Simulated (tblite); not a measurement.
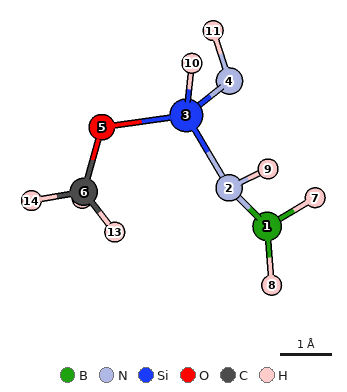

This is the input geometry for a relaxation of CH$_{8}$BN$_{2}$OSi (multiplicity 2). The picture is a ball-and-stick view, seen face on.

Computed with GFN2-xTB geometry optimisation, gas phase (tblite).

```xyz
14

B     1.7696   -0.8096   -0.2995
N     1.0652   -0.4938    1.0219
Si   -0.0794    0.8488    0.8979
N     0.4421    2.0028   -0.3820
O    -1.7066    0.3636    0.7484
C    -1.9021   -0.8223    0.0649
H     2.5414    0.0197   -0.6676
H     2.0680   -1.9352   -0.4667
H     1.8439   -0.1413    1.6577
H     0.0085    1.5924    2.1782
H    -0.0443    2.9042   -0.1562
H    -2.0645   -0.6876   -1.0240
H    -1.1109   -1.5673    0.2227
H    -2.8316   -1.2748    0.4623
```

Where does the relaxation end?

The largest move after the best rigid fit is that of H7, 2.16 Å. Largest moves by element: H 2.16 Å, N 0.82 Å, O 0.74 Å, B 0.43 Å, C 0.19 Å, Si 0.12 Å. Near-neighbour distances that change, for instance: B1–N2 1.530 → 1.374 Å, Si3–N4 1.801 → 1.680 Å, Si3–O5 1.705 → 1.612 Å, N2–H9 1.065 → 1.007 Å. Bond angles that change, for instance: N4–Si3–H10 106.0° → 126.0°, Si3–N4–H11 105.3° → 124.1°, B1–N2–Si3 113.2° → 129.5°. Groups turn about Si3–N4 by about 90°, Si3–O5 by about 50°, O5–C6 by about 35°. After 140 geometry steps the energy has fallen by 42.9 kcal/mol. The run took 0.79 s on 1 thread of Arm Neoverse V2 (shared host).

The structure at the end:

```xyz
14

B     1.8416   -1.0119    0.0694
N     1.5145    0.1332    0.7556
Si   -0.0956    0.8964    1.0086
N    -0.1437    2.0244   -0.2361
O    -1.2791   -0.1968    0.9676
C    -1.9425   -0.7753   -0.1149
H     1.0590   -1.5555   -0.6094
H     2.9244   -1.4563    0.1908
H     2.2433    0.6587    1.2112
H    -0.1253    1.1935    2.4356
H     0.3724    2.8891   -0.2351
H    -2.3237   -0.0057   -0.7884
H    -1.2716   -1.4311   -0.6746
H    -2.7745   -1.3631    0.2778
```

After the run, drawn alike:

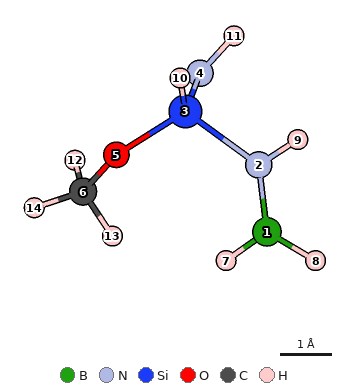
